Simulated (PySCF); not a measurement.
# DyH4O2 (Dy(H2O)23+): the cost of one run

Computed with PySCF 2.14.0. Level: TPSS, Dy lcecp-1-SVP with ECP55, O def2-SVP, H def2-SVP; scalar-relativistic core potentials, no spin–orbit coupling.

4 further runs of the same task are left out: 2 for a known fault of the program, 1 that didn't finish, 1 set aside as unsound or not needed.

## Step 1: The starting structure

7 atoms, charge 3, spin multiplicity 1.

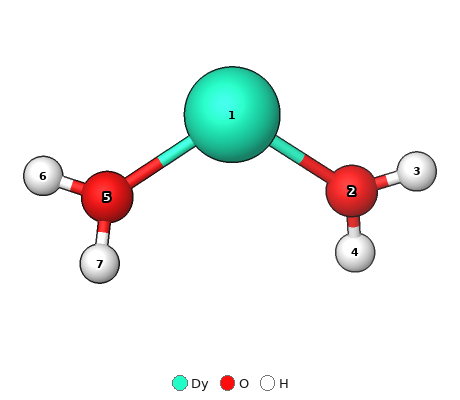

The geometry (dysprosium teal, oxygen red, hydrogen white); atoms are numbered from 1 in the order of the file.

As a file:

```tsv
atom	x (Å)	y (Å)	z (Å)
Dy1	1.04376	0.17426	-0.00648
O2	-0.16412	0.03455	1.84948
H3	0.12692	0.23741	2.78976
H4	-1.11888	-0.25133	1.96926
O5	-0.16841	-0.08399	-1.84825
H6	0.12770	-0.45450	-2.73446
H7	-1.12733	0.15972	-2.01931
```

Formal oxidation states: Dy +3. Each metal's 9 4f electrons lie in its core potential, so multiplicities, spins and levels count the valence alone. An earlier session relaxed this geometry at TPSS, Dy lcecp-1-SVP with ECP55, O def2-SVP, H def2-SVP (singlet, point group C1).

Its energy there is -188.630153 Eh.

## Step 2: Atoms moved at random, σ = 0.06 Å

run.py (the lines that set the calculation)

```python
mol = gto.M(atom='''
Dy     1.06319     0.21314    -0.00988
O     -0.07717     0.03651     1.81450
H      0.16476     0.26714     2.86606
H     -1.12828    -0.37801     2.02910
O     -0.20388    -0.10941    -1.93880
H      0.02395    -0.36698    -2.72528
H     -1.12293     0.15372    -2.03571''',
    basis={'Dy': 'lcecp-1-SVP', 'O': 'def2-SVP', 'H': 'def2-SVP'},
    ecp={'Dy': 'lcecp-1-SVP'},
    charge=3, spin=0)
mf = dft.RKS(mol, xc='TPSS')
mf.grids.atom_grid = (50, 194)  # f atoms: unpruned, at least (60, 302)
mf = mf.density_fit()  # fitting sets: Dy AutoAux, O def2-universal-JKFIT, H def2-universal-JKFIT
mf.conv_tol = 1e-08; mf.max_cycle = 55
mf.kernel(dm0)  # dm0: the density of the relaxed state
```

Started as:

```console
> OMP_NUM_THREADS=2 python run.py
```

**Question.** How long does this run take on 2 threads of Arm Neoverse V2, shared host?

About 3.3 s.
